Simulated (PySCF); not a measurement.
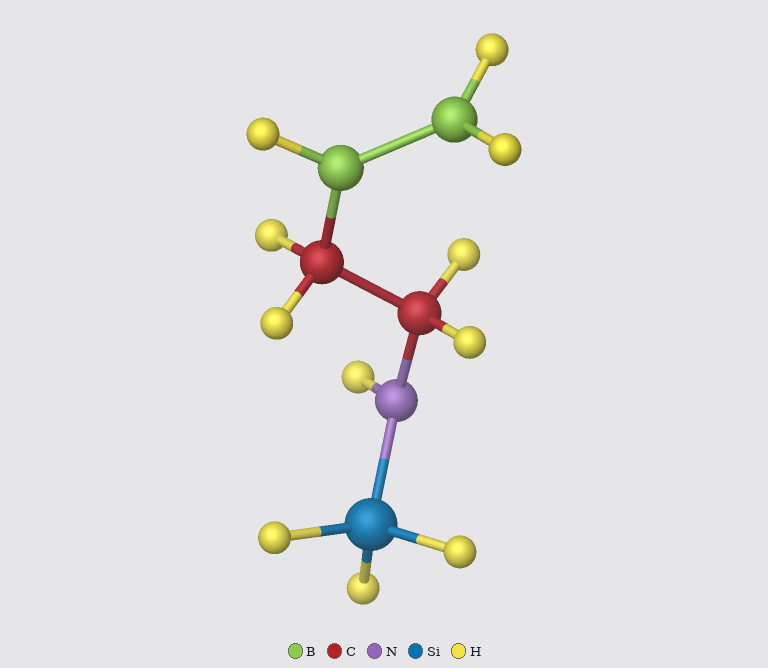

The computed structure is the end point of a GFN2-xTB optimisation. No frequency run is at hand to confirm it as a minimum. Level of theory: CAM-B3LYP/def2-SVPD, gas phase (PySCF 2.14.0). Excitations: vertical, linear response.

Predict the main results.

The species is C₂H₁₁B₂NSi (`BBCCN[SiH3]`).
- dipole moment: 0.99 D
- HOMO energy (Kohn–Sham orbital): −8.13 eV
- LUMO energy (Kohn–Sham orbital): −0.55 eV
- HOMO–LUMO gap: 7.57 eV
- mean static polarisability: 87.8 bohr³
- lowest vertical singlet excitation: 4.95 eV
- its oscillator strength: 0.003
- brightest of the 8 lowest singlets: 5.36 eV
- its oscillator strength: 0.05

The geometry is semi-empirical. Around B, Si such bond lengths and angles can be off by a tenth of an ångström or more and by several degrees, and values that hang on the shape move with them.
